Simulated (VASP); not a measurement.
Band structure of Er (space group P6_3/mmc). Level of theory: PBE GGA, VASP's PBE PAW potentials (set 64) (plane waves; VASP).

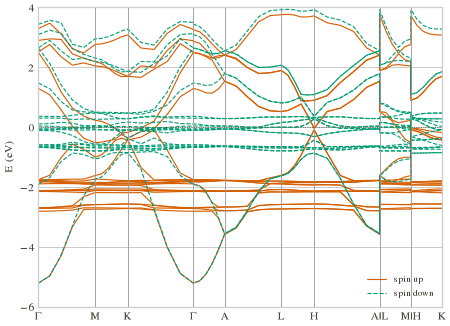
Figure: Bands along high-symmetry lines, zero at the valence-band maximum or, without a gap, the Fermi level

Question: Read the plot: is there a gap, and where are the band edges?

Answer: It has no gap at this level: it comes out as a metal or semimetal.

The structure is a typed Er crystal. The cell was not relaxed at this level.
